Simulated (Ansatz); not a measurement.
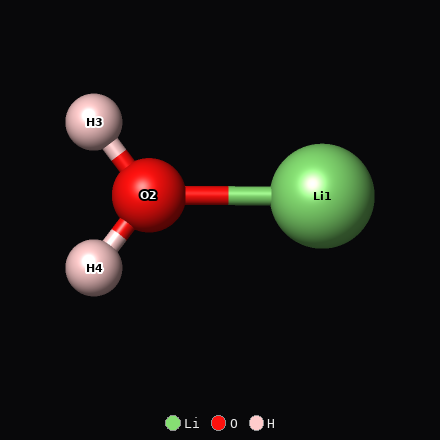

The system is H₂LiO, charge +1; the picture shows the reference structure. 
- The turn is about an axis along (0.98, −0.22, 0.01) in the frame of the relaxed pair, normal to the line between the partners.
- The first coordinate is: distance O2···Li1; the second: turn of Li1 about O2.
- The grid has 15 × 15 points; 107 points were computed and 92 follow by symmetry. At 26 points there is no value (left out of the scan, as a rule where atoms come close).
- Points are written as (first, second).
- All energies are given in kJ/mol relative to the ion and the molecule far apart, frozen as in the relaxed pair, each in its own basis (no counterpoise correction).
- These are results of RKS PBE0-D4/def2-TZVPD (Ansatz), not measurements.

Its coordinates:

```yaml
atoms:
  - { symbol: Li, position_ang: [0.0015, -0.0839, -1.6604] }
  - { symbol: O, position_ang: [-0.0001, 0.0084, 0.1656] }
  - { symbol: H, position_ang: [0.1651, 0.7878, 0.7096] }
  - { symbol: H, position_ang: [-0.1664, -0.7122, 0.7851] }
```

Range: distance O2···Li1 from 1.536 to 3.536 Å; turn of Li1 about O2 from −120.0 to 120.0°.

Predict the map.

The lowest grid point is at (1.882 Å, 0.0°), −146 kJ/mol from the ion and the molecule far apart, frozen as in the relaxed pair, each in its own basis (no counterpoise correction). It is the only kind of minimum in the scanned range. The highest grid point, (2.147 Å, −120.0°), lies 309 kJ/mol above the lowest. Round the minimum the two coordinates are nearly uncoupled.

| turn of Li1 about O2 ↓, distance O2···Li1 → | 1.536 | 1.585 | 1.667 | 1.767 | 1.882 | 2.009 | 2.147 | 2.294 | 2.449 | 2.613 | 2.784 | 2.963 | 3.148 | 3.339 | 3.536 |
| --- | --- | --- | --- | --- | --- | --- | --- | --- | --- | --- | --- | --- | --- | --- | --- |
| 120.0 | – | – | – | – | – | – | 163 | 114 | 83 | 64 | 52 | 43 | 36 | 31 | 28 |
| 102.9 | – | – | – | – | – | 136 | 94 | 67 | 50 | 39 | 32 | 26 | 23 | 20 | 18 |
| 85.7 | – | – | 132 | 87 | 54 | 32 | 18 | 11 | 8 | 6 | 4 | 3 | 3 | 3 | 3 |
| 68.6 | 42 | 21 | −4 | −23 | −33 | −38 | −37 | −35 | −31 | −28 | −25 | −21 | −18 | −15 | −13 |
| 51.4 | −39 | −54 | −71 | −82 | −86 | −84 | −78 | −71 | −64 | −56 | −49 | −42 | −37 | −32 | −28 |
| 34.3 | −79 | −93 | −109 | −118 | −119 | −115 | −107 | −97 | −87 | −77 | −67 | −59 | −51 | −45 | −39 |
| 17.1 | −99 | −114 | −130 | −139 | −139 | −134 | −124 | −113 | −101 | −90 | −79 | −69 | −60 | −53 | −46 |
| 0.0 | −106 | −121 | −137 | −146 | −146 | −140 | −130 | −118 | −106 | −94 | −82 | −72 | −63 | −55 | −49 |
| −17.1 | −99 | −114 | −130 | −139 | −139 | −134 | −124 | −113 | −101 | −90 | −79 | −69 | −60 | −53 | −46 |
| −34.3 | −79 | −93 | −109 | −118 | −119 | −115 | −107 | −97 | −87 | −77 | −67 | −59 | −51 | −45 | −39 |
| −51.4 | −39 | −54 | −71 | −82 | −86 | −84 | −78 | −71 | −64 | −56 | −49 | −42 | −37 | −32 | −28 |
| −68.6 | 42 | 21 | −4 | −23 | −33 | −38 | −37 | −35 | −31 | −28 | −25 | −21 | −18 | −15 | −13 |
| −85.7 | – | – | 132 | 87 | 54 | 32 | 18 | 11 | 8 | 6 | 4 | 3 | 3 | 3 | 3 |
| −102.9 | – | – | – | – | – | 136 | 94 | 67 | 50 | 39 | 32 | 26 | 23 | 20 | 18 |
| −120.0 | – | – | – | – | – | – | 163 | 114 | 83 | 64 | 52 | 43 | 36 | 31 | 28 |

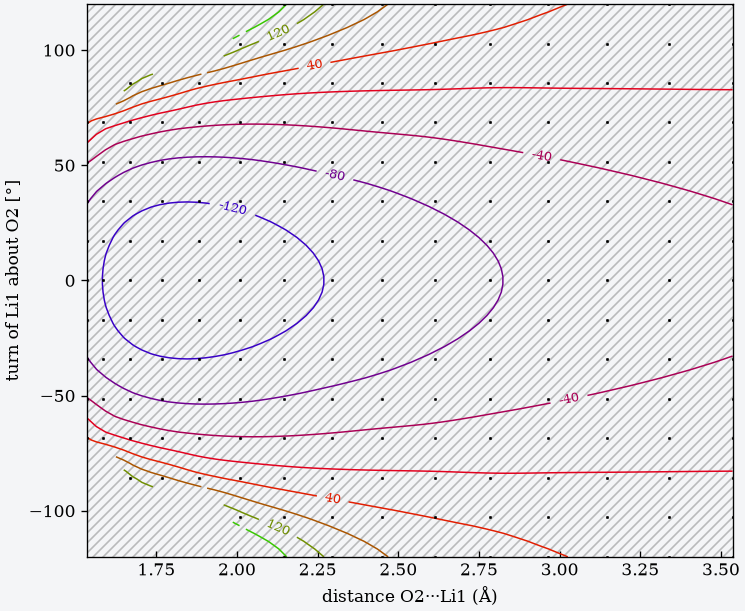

The picture shows contour lines labelled in kJ/mol, dots at the grid points, hatched blanks where no value was computed. Between grid points the surface is interpolated.

The whole map (107 points run) took 57 s on 1 thread of AMD EPYC 9R45 96-Core Processor (Zen 5), on a shared host.
